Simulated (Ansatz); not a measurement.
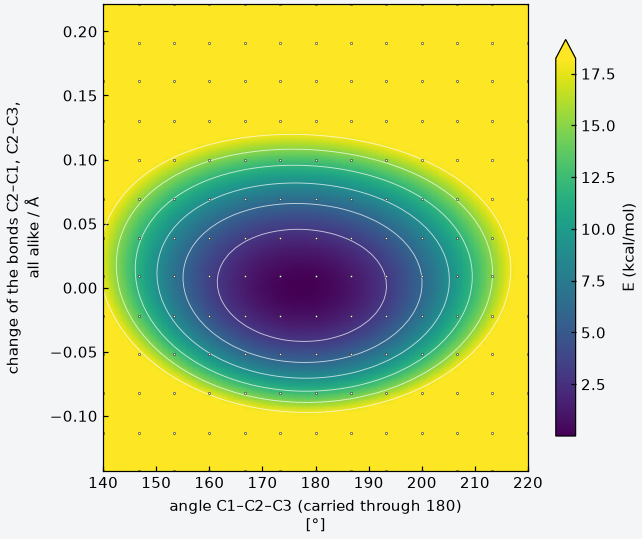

C₃H₄Zn, SMILES C=C=[CH][ZnH]. First axis: angle C1–C2–C3 (carried through 180). Second axis: change of the bonds C2–C1, C2–C3, all alike. Nothing is relaxed (all other coordinates rigid). The scan uses a 13 × 13 grid. Points are written as (first, second). All energies are given in kcal/mol relative to the relaxed molecule at the same level. Method: RKS PBE0-D4/def2-TZVP in Ansatz 0.2.0.

In the figure: a smooth colour map with a few white contour lines, dots at the grid points, one colour for all values above the top of the scale. Between grid points the surface is interpolated.

Q: Estimate the position of the minimum and the force constants in these coordinates.

A: The interpolated minimum is at the first coordinate ≈ 177.3°, the second coordinate ≈ 0.000 Å. The curvatures there are about 3.4 eV/rad² and 136 eV/Å², with a cross term of about 0.7 eV/(rad·Å). Round the minimum the two coordinates are nearly uncoupled. (1 eV is 23.1 kcal/mol.)
